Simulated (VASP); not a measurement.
Band structure of ZrC (rock salt). Calculation: PBE GGA with D4 dispersion, VASP's PBE PAW potentials (set 64) (plane waves; VASP).

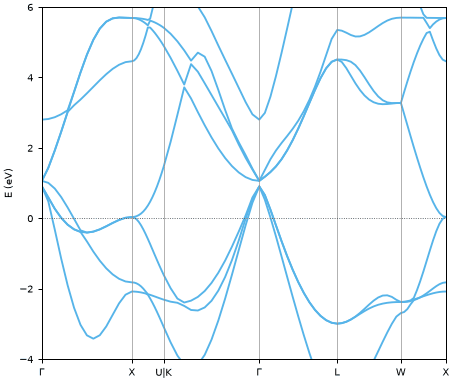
Figure: Bands along high-symmetry lines, zero at the valence-band maximum or, without a gap, the Fermi level

Task: Read the plot: is there a gap, and where are the band edges?

Result: It has no gap at this level: it comes out as a metal or semimetal. (Edges off the drawn lines would not show.)

The compound is ZrC in the rock salt structure. It was relaxed first.
